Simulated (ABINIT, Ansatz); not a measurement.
## Na3OBr (Pm-3m): one start, several treatments of the self-energy

Wanted: the gap of Na3OBr (Pm-3m) under several approximations, with cost.

Calculated with ABINIT 10.8.3; PBEsol and many-body steps on it, plane waves.

**1. The starting structure**

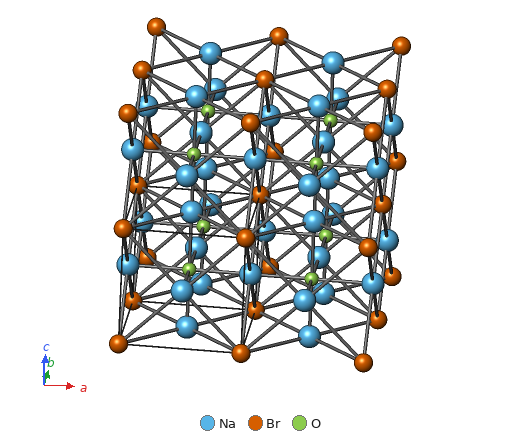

The starting structure, seen slightly off an axis (sodium blue, bromine orange, oxygen green). 2×2×2 cells are drawn. Some periodic images of atoms are drawn too.

Coordinates:

```cif
data_structure
_symmetry_space_group_name_H-M 'P 1'
_symmetry_Int_Tables_number 1
_cell_length_a 4.5331
_cell_length_b 4.5331
_cell_length_c 4.5331
_cell_angle_alpha 90.000
_cell_angle_beta 90.000
_cell_angle_gamma 90.000
_cell_volume 93.15
loop_
_atom_site_label
_atom_site_type_symbol
_atom_site_fract_x
_atom_site_fract_y
_atom_site_fract_z
_atom_site_occupancy
Na1 Na 0.00000 0.50000 0.50000 1
Na2 Na 0.50000 0.00000 0.50000 1
Na3 Na 0.50000 0.50000 0.00000 1
Br4 Br 0.00000 0.00000 0.00000 1
O5 O 0.50000 0.50000 0.50000 1
```

The cell and positions are those that the Materials Project relaxed with its own functionals (PBE, PBE+U or r2SCAN), kept fixed.

**2. Empty states on the mesh, 2×2×2 mesh, 187 bands**

This step: ABINIT 10.8.3; DFT, PBEsol, plane waves, norm-conserving pseudopotentials.

The sums over transitions need many empty states on a uniform mesh; this step solves for them.

run.abi reads:

```
acell 3*1.0 Angstrom
rprim 
  4.533130000000 0.000000000000 0.000000000000
  0.000000000000 4.533130000000 0.000000000000
  0.000000000000 0.000000000000 4.533130000000
ntypat 3
znucl 11 35 8
natom 5
typat 1 1 1 2 3
xred 
  0.000000000000 0.500000000000 0.500000000000
  0.500000000000 0.000000000000 0.500000000000
  0.500000000000 0.500000000000 0.000000000000
  0.000000000000 0.000000000000 0.000000000000
  0.500000000000 0.500000000000 0.500000000000
pp_dirpath "pseudos"
pseudos "Na.upf, Br.upf, O.upf"
ecut 38
ngkpt 2 2 2
nshiftk 1
shiftk 0 0 0
kptopt 1
chksymbreak 0
iscf -2
irdden 1
istwfk *1
nband 187
nbdbuf 16
tolwfr 1e-09
nstep 60
prtvol 0
indata_prefix "in"
outdata_prefix "out"
tmpdata_prefix "tmp"
```

Launch:

```
> OMP_NUM_THREADS=1 mpirun -n 4 abinit run.abi > log
```

Numbers of over 12 decimals in the logs are rounded to 6 here.

Log:

```text
.Version 10.8.3 of ABINIT. v10.8.2 released Aug 2026.

 Symmetries : space group Pm -3 m (#221); Bravais cP (primitive cubic)
[... echo of the input left out ...]
== DATASET  1 ==================================================================
-   mpi_nproc: 4, omp_nthreads: 1 (-1 if OMP is not activated)

--- !DatasetInfo
iteration_state: {dtset: 1, }
dimensions: {natom: 5, nkpt: 4, mband: 187, nsppol: 1, nspinor: 1, nspden: 1, mpw: 7088, }
cutoff_energies: {ecut:  38.0, pawecutdg:  -1.0, }
[...]
2.72497    2.74790    2.74790    2.74790    2.76920    2.76920    2.76920    2.82376
   2.82376    2.82376    2.85584    2.85584    2.91065    2.91067    2.96552    2.96605
   2.96837    2.99037    3.00798
 prteigrs : prtvol=0 or 1, do not print more k-points.

== END DATASET(S) ==============================================================
================================================================================

 -outvars: echo values of variables after computation  --------
            nband         187
             nkpt           4
          spgroup         221
 [... the other variables as echoed above ...]

 Calculation completed.
```

It took 53 s on 4 MPI ranks of Arm Neoverse V1, shared host; peak memory 0.42 GiB.

This step gave:

```
gap                                                           : 1.960 eV
k of the valence top                                          : 0, 0, 0
k of the conduction bottom                                    : 0, 0, 0
least direct gap                                              : 1.960 eV
k points computed                                             : 4
lowest point of the top converged band, above the valence top : 73.2231 eV
```

On this mesh the gap is 1.960 eV.

The density comes from a self-consistent run that is not shown.

**3. Screening, 2×2×2 mesh, 81 bands, screening to 114.3 eV**

The RPA dielectric matrix is built and inverted for each q.

This step: RPA screening on PBEsol, plane waves, norm-conserving pseudopotentials.

Changes to run.abi since step 2:

```diff
@@ -23,10 +23,11 @@
 chksymbreak 0
-iscf -2
-irdden 1
 istwfk *1
-nband 187
-nbdbuf 16
-tolwfr 1e-09
-nstep 60
-prtvol 0
+occopt 1
+irdwfk 1
+optdriver 3
+nband 81
+ecuteps 4.2
+inclvkb 2
+awtr 1
+symchi 1
 indata_prefix "in"
```

Log:

```text
.Version 10.8.3 of ABINIT. v10.8.2 released Aug 2026.

 Symmetries : space group Pm -3 m (#221); Bravais cP (primitive cubic)
[... echo of the input left out ...]
== DATASET  1 ==================================================================
-   mpi_nproc: 4, omp_nthreads: 1 (-1 if OMP is not activated)

--- !DatasetInfo
iteration_state: {dtset: 1, }
dimensions: {natom: 5, nkpt: 4, mband: 81, nsppol: 1, nspinor: 1, nspden: 1, mpw: 7088, }
cutoff_energies: {ecut:  38.0, pawecutdg:  -1.0, }
electrons: {nelect:   4.00000000E+01, charge:   0.00000000E+00, occopt:   1.00000000E+00, tsmear:   1.00000000E-02, }

 SCREENING: Calculation of the susceptibility and dielectric matrices

 Based on a program developped by R.W. Godby, V. Olevano, G. Onida, and L. Reining.
 Incorporated in ABINIT by V. Olevano, G.-M. Rignanese, and M. Torrent.
.Using double precision arithmetic ; gwpc =  8

[... cell and pseudopotentials left out ...]
--------------------------------------------------------------------------------

 ==== K-mesh for the wavefunctions ====
 Number of points in the irreducible wedge :     4
[... list of points left out ...]
 Together with 48 symmetry operations and time-reversal symmetry
 yields     8 points in the full Brillouin Zone.

 ==== Q-mesh for the screening function ====
 Number of points in the irreducible wedge :     4
[... list of points left out ...]
 Together with 48 symmetry operations and time-reversal symmetry
 yields     8 points in the full Brillouin Zone.

 setmesh: FFT mesh size selected  =    32x   32x   32
          total number of points  =        32768

 vcoul_init : cutoff-mode = AUXILIARY_FUNCTION
 q-points for optical limit:   1
     1)      0.000010    0.000020    0.000030

- screening: taking advantage of time-reversal symmetry
- Maximum band index for partially occupied states nbvw = 20
- Remaining bands to be divided among processors   nbcw = 61
- Number of bands treated by each node ~15

 Number of electrons calculated from density =   40.0000; Expected =   40.0000
 average of density, n =  0.063631
 r_s =    1.5539
 omega_plasma =   24.3327 [eV]

 calculating chi0 at frequencies [eV] :
  1    0.000000E+00    0.000000E+00
  2    0.000000E+00    2.433268E+01

--------------------------------------------------------------------------------
  q-point number  1        q = ( 0.000000, 0.000000, 0.000000) [r.l.u.]
--------------------------------------------------------------------------------
[... chi0 elements left out ...]
 For q-point:  0.000010 0.000020 0.000030
  dielectric constant =   4.3663
  dielectric constant without local fields =   4.8423

  Average fulfillment of the sum rule on Im[epsilon] for q-point    1 :     35.52  [%]
[... wings left out ...]
  q-point number  2        q = ( 0.500000, 0.000000, 0.000000) [r.l.u.]
--------------------------------------------------------------------------------
[... chi0 elements left out ...]
  Average fulfillment of the sum rule on Im[epsilon] for q-point    2 :     41.52  [%]

 [... 2 further q-points ...]
```

It took 9.8 s on 4 MPI ranks; peak memory 0.8 GiB.

This step gave:

| Item | Value |
| --- | --- |
| ε∞ with local fields, on this mesh, along the program's q direction | 4.366 |
| the same without local fields | 4.842 |
| plasma frequency | 24.33 eV |
| plane waves in the screening matrix | 251 |

Local fields lower ε∞ by 10 %. On a Γ-centred mesh this coarse the value itself is usually too large, while a short band sum pulls it down.

**4. G0W0, Godby-Needs plasmon pole**

The self-energy is evaluated for the states that the input lists, and the levels follow from it, in one-shot runs by the linearised quasiparticle equation.

This step: G0W0 on PBEsol, plane waves, norm-conserving pseudopotentials.

Changes to run.abi since step 3:

```diff
@@ -26,8 +26,15 @@
 irdwfk 1
-optdriver 3
+optdriver 4
 nband 81
+gwcalctyp 0
+ecutsigx 38
+symsigma 1
+nkptgw 1
+kptgw 
+  0.0000000000 0.0000000000 0.0000000000
+bdgw 
+  18 23
 ecuteps 4.2
-inclvkb 2
-awtr 1
-symchi 1
+irdscr 1
+ppmodel 1
 indata_prefix "in"
```

Log:

```text
.Version 10.8.3 of ABINIT. v10.8.2 released Aug 2026.

 Symmetries : space group Pm -3 m (#221); Bravais cP (primitive cubic)
[... echo of the input left out ...]
== DATASET  1 ==================================================================
-   mpi_nproc: 4, omp_nthreads: 1 (-1 if OMP is not activated)

--- !DatasetInfo
iteration_state: {dtset: 1, }
dimensions: {natom: 5, nkpt: 4, mband: 81, nsppol: 1, nspinor: 1, nspden: 1, mpw: 7088, }
cutoff_energies: {ecut:  38.0, pawecutdg:  -1.0, }
electrons: {nelect:   4.00000000E+01, charge:   0.00000000E+00, occopt:   1.00000000E+00, tsmear:   1.00000000E-02, }

 SIGMA: Calculation of the GW corrections

 Based on a program developped by R.W. Godby, V. Olevano, G. Onida, and L. Reining.
 Incorporated in ABINIT by V. Olevano, G.-M. Rignanese, and M. Torrent.
.Using double precision arithmetic ; gwpc =  8

[... cell and pseudopotentials left out ...]
--------------------------------------------------------------------------------

 ==== K-mesh for the wavefunctions ====
 Number of points in the irreducible wedge :     4
[... list of points left out ...]
 Together with 48 symmetry operations and time-reversal symmetry
 yields     8 points in the full Brillouin Zone.

 ==== Q-mesh for screening function ====
 Number of points in the irreducible wedge :     4
[... list of points left out ...]
 Together with 48 symmetry operations and time-reversal symmetry
 yields     8 points in the full Brillouin Zone.

 vcoul_init : cutoff-mode = AUXILIARY_FUNCTION
 q-points for optical limit:   1
     1)      0.000010    0.000020    0.000030
 setmesh: FFT mesh size selected  =    48x   48x   48
          total number of points  =       110592

 Number of electrons calculated from density =   40.0000; Expected =   40.0000
 average of density, n =  0.063631
 r_s =    1.5539
 omega_plasma =   24.3327 [eV]

 === KS Band Gaps ===
  >>>> For spin  1
   Minimum direct gap =   1.9597 [eV], located at k-point      :   0.0000  0.0000  0.0000
   Fundamental gap    =   1.9597 [eV], Top of valence bands at :   0.0000  0.0000  0.0000
                                       Bottom of conduction at :   0.0000  0.0000  0.0000
 SIGMA fundamental parameters:
 PLASMON POLE MODEL  1
 number of plane-waves for SigmaX                 7075
 number of plane-waves for SigmaC and W            251
 number of plane-waves for wavefunctions          7075
 number of bands                                    81
 number of independent spin polarizations            1
 number of spinorial components                      1
 number of k-points in IBZ                           4
 number of q-points in IBZ                           4
 number of symmetry operations                      48
 number of k-points in BZ                            8
 number of q-points in BZ                            8
 number of frequencies for dSigma/dE                 9
 frequency step for dSigma/dE [eV]                0.25
 number of omega for Sigma on real axis              0
 max omega for Sigma on real axis  [eV]           0.00
 zcut for avoiding poles [eV]                     0.10

 EPSILON^-1 parameters (SCR file):
 dimension of the eps^-1 matrix on file            251
 dimension of the eps^-1 matrix used               251
 number of plane-waves for wavefunctions          7075
 number of bands                                    81
 number of q-points in IBZ                           4
 number of frequencies                               2
 number of real frequencies                          1
 number of imag frequencies                          1

 matrix elements of self-energy operator (all in [eV])

 Perturbative Calculation

--- !SelfEnergy_ee
iteration_state: {dtset: 1, }
kpoint     : [   0.000,    0.000,    0.000, ]
spin       : 1
KS_gap     :    1.960
QP_gap     :    3.260
Delta_QP_KS:    1.300
data: !SigmaeeData |
     Band     E0 <VxcDFT>   SigX SigC(E0)      Z dSigC/dE  Sig(E)    E-E0       E
       18   1.551 -17.848 -23.042   4.605   0.740  -0.351 -18.284  -0.436   1.115
       19   1.551 -17.848 -23.042   4.605   0.740  -0.351 -18.284  -0.436   1.115
       20   1.551 -17.848 -23.042   4.605   0.740  -0.351 -18.284  -0.436   1.115
       21   3.511  -8.394  -4.327  -3.029   0.833  -0.201  -7.530   0.864   4.375
       22   6.438  -7.179  -2.942  -3.235   0.836  -0.196  -6.341   0.838   7.276
       23   6.438  -7.179  -2.942  -3.235   0.836  -0.196  -6.341   0.838   7.276

== END DATASET(S) ==============================================================
================================================================================

 -outvars: echo values of variables after computation  --------
           etotal      0.0000000000E+00
            nband          81
             nkpt           4
          spgroup         221
 [... the other variables as echoed above ...]

 Calculation completed.
```

Wall time 4.9 s (4 MPI ranks); peak memory 0.8 GiB; 19 s of CPU time.

This step gave:

```
G0W0 gap on the points computed              : 3.26 eV
starting gap on the mesh                     : 1.960 eV
k of the valence top                         : 0, 0, 0
k of the conduction bottom                   : 0, 0, 0
Z at the valence top                         : 0.74
Z at the conduction bottom                   : 0.833
least direct G0W0 gap on the computed points : 3.26 eV
```

The gap on the mesh goes from 1.96 eV to 3.26 eV, a correction of +1.30 eV.

**5. G0W0, Hybertsen-Louie plasmon pole**

Changes to run.abi since step 4:

```diff
@@ -38,3 +38,3 @@
 irdscr 1
-ppmodel 1
+ppmodel 2
 indata_prefix "in"
```

Log:

```text
.Version 10.8.3 of ABINIT. v10.8.2 released Aug 2026.

 Symmetries : space group Pm -3 m (#221); Bravais cP (primitive cubic)
[... echo of the input left out ...]
== DATASET  1 ==================================================================
-   mpi_nproc: 4, omp_nthreads: 1 (-1 if OMP is not activated)

--- !DatasetInfo
iteration_state: {dtset: 1, }
dimensions: {natom: 5, nkpt: 4, mband: 81, nsppol: 1, nspinor: 1, nspden: 1, mpw: 7088, }
cutoff_energies: {ecut:  38.0, pawecutdg:  -1.0, }
electrons: {nelect:   4.00000000E+01, charge:   0.00000000E+00, occopt:   1.00000000E+00, tsmear:   1.00000000E-02, }

 SIGMA: Calculation of the GW corrections

 Based on a program developped by R.W. Godby, V. Olevano, G. Onida, and L. Reining.
 Incorporated in ABINIT by V. Olevano, G.-M. Rignanese, and M. Torrent.
.Using double precision arithmetic ; gwpc =  8

[... cell and pseudopotentials left out ...]
--------------------------------------------------------------------------------

 ==== K-mesh for the wavefunctions ====
 Number of points in the irreducible wedge :     4
[... list of points left out ...]
 Together with 48 symmetry operations and time-reversal symmetry
 yields     8 points in the full Brillouin Zone.

 ==== Q-mesh for screening function ====
 Number of points in the irreducible wedge :     4
[... list of points left out ...]
 Together with 48 symmetry operations and time-reversal symmetry
 yields     8 points in the full Brillouin Zone.

 vcoul_init : cutoff-mode = AUXILIARY_FUNCTION
 q-points for optical limit:   1
     1)      0.000010    0.000020    0.000030
 setmesh: FFT mesh size selected  =    48x   48x   48
          total number of points  =       110592

 Number of electrons calculated from density =   40.0000; Expected =   40.0000
[...]
number of k-points in BZ                            8
 number of q-points in BZ                            8
 number of frequencies for dSigma/dE                 9
 frequency step for dSigma/dE [eV]                0.25
 number of omega for Sigma on real axis              0
 max omega for Sigma on real axis  [eV]           0.00
 zcut for avoiding poles [eV]                     0.10

 EPSILON^-1 parameters (SCR file):
 dimension of the eps^-1 matrix on file            251
 dimension of the eps^-1 matrix used               251
 number of plane-waves for wavefunctions          7075
 number of bands                                    81
 number of q-points in IBZ                           4
 number of frequencies                               2
 number of real frequencies                          1
 number of imag frequencies                          1

 matrix elements of self-energy operator (all in [eV])

 Perturbative Calculation

--- !SelfEnergy_ee
iteration_state: {dtset: 1, }
kpoint     : [   0.000,    0.000,    0.000, ]
spin       : 1
KS_gap     :    1.960
QP_gap     :    3.298
Delta_QP_KS:    1.338
data: !SigmaeeData |
     Band     E0 <VxcDFT>   SigX SigC(E0)      Z dSigC/dE  Sig(E)    E-E0       E
       18   1.551 -17.848 -23.042   4.337   0.822  -0.217 -18.552  -0.705   0.847
       19   1.551 -17.848 -23.042   4.337   0.822  -0.217 -18.552  -0.705   0.847
       20   1.551 -17.848 -23.042   4.337   0.822  -0.217 -18.552  -0.705   0.847
       21   3.511  -8.394  -4.327  -3.358   0.894  -0.119  -7.761   0.634   4.144
       22   6.438  -7.179  -2.942  -3.511   0.900  -0.111  -6.525   0.654   7.092
       23   6.438  -7.179  -2.942  -3.511   0.900  -0.111  -6.525   0.654   7.092

== END DATASET(S) ==============================================================
================================================================================

 -outvars: echo values of variables after computation  --------
           etotal      0.0000000000E+00
            nband          81
             nkpt           4
          spgroup         221
 [... the other variables as echoed above ...]

 Calculation completed.
```

The job ended after 4.8 s (4 MPI ranks; peak memory 0.79 GiB).

Numbers from this step:

```
G0W0 gap on the points computed              : 3.297 eV
starting gap on the mesh                     : 1.960 eV
k of the valence top                         : 0, 0, 0
k of the conduction bottom                   : 0, 0, 0
Z at the valence top                         : 0.822
Z at the conduction bottom                   : 0.894
least direct G0W0 gap on the computed points : 3.297 eV
```

Against G0W0 in ABINIT (2×2×2 mesh, 81 bands, screening to 114.3 eV, Godby-Needs plasmon pole), the gap moves by +0.037 eV.

**6. G0W0, von der Linden-Horsch plasmon pole**

Changes to run.abi since step 5:

```diff
@@ -38,3 +38,3 @@
 irdscr 1
-ppmodel 2
+ppmodel 3
 indata_prefix "in"
```

Log:

```text
.Version 10.8.3 of ABINIT. v10.8.2 released Aug 2026.

 Symmetries : space group Pm -3 m (#221); Bravais cP (primitive cubic)
[... echo of the input left out ...]
== DATASET  1 ==================================================================
-   mpi_nproc: 4, omp_nthreads: 1 (-1 if OMP is not activated)

--- !DatasetInfo
iteration_state: {dtset: 1, }
dimensions: {natom: 5, nkpt: 4, mband: 81, nsppol: 1, nspinor: 1, nspden: 1, mpw: 7088, }
cutoff_energies: {ecut:  38.0, pawecutdg:  -1.0, }
[...]
21   3.511  -8.394  -4.327  -3.282   0.894  -0.119  -7.693   0.701   4.212
       22   6.438  -7.179  -2.942  -3.481   0.897  -0.115  -6.500   0.679   7.117
       23   6.438  -7.179  -2.942  -3.481   0.897  -0.115  -6.500   0.679   7.117

== END DATASET(S) ==============================================================
================================================================================

 -outvars: echo values of variables after computation  --------
           etotal      0.0000000000E+00
            nband          81
             nkpt           4
          spgroup         221
 [... the other variables as echoed above ...]

 Calculation completed.
```

The job ended after 4.2 s (4 MPI ranks; peak memory 0.69 GiB; 16 s of CPU time).

Numbers from this step:

```
G0W0 gap on the points computed              : 3.282 eV
starting gap on the mesh                     : 1.960 eV
k of the valence top                         : 0, 0, 0
k of the conduction bottom                   : 0, 0, 0
least direct G0W0 gap on the computed points : 3.282 eV
```

Against G0W0 in ABINIT (2×2×2 mesh, 81 bands, screening to 114.3 eV, Godby-Needs plasmon pole), the gap moves by +0.022 eV.

(Continued in part 2 of 2.)

[Paths, hosts, dates, memory and timing lines, banners, echoed tables and standing remarks are left out of the program output.]

[Logs are printed without paths, hosts, clocks, repeated set-up lines and the standing remarks that a program may print on its own settings, such as how far it seeks lower states.]

[Runs of the session that timed out or met a known fault of the program may be left out.]

[Hosts, paths, dates, database ids (printed as entryN), source tags and the programs' standing remarks are cut or masked in the printed files.]

[G0W0 gaps are taken among the corrected bands and points alone; a level outside them can change the order at an edge.]

[Where Ansatz stands beside ABINIT at settings called matched, ABINIT's density can come from a denser mesh and the files from another edition; pairs whose starting gaps differed by over 0.03 eV were left out, so agreement reads better than it is.]
